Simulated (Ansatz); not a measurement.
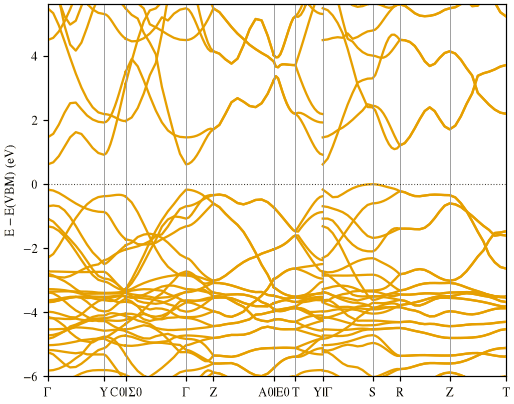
Figure. Band structure from LDA in the plane-wave PAW code Ansatz

Problem. Read off the gap and where the band edges lie.

Solution. About 0.6 eV (0.62 eV by a search for the band edges); maximum at S, minimum at Γ.

The material is Ag2S in space group Cmcm (No. 63; Ag on 4b, Ag on 4c, S on 4c).

The workflow started from a Materials Project entry (that database holds measured and hypothetical structures alike); the Crystallography Open Database copy checked does not list it. COD files the formula under space group No. 4, 14, so this cell is another polymorph or a model. Its standing as an ambient phase is unchecked. The LDA relaxation kept the symmetry of its start; phonons on a q-mesh show no instability. The run is not spin-polarised. Spin–orbit coupling is left out wherever it is not named.

Potentials: the later of the program's two PAW sets.
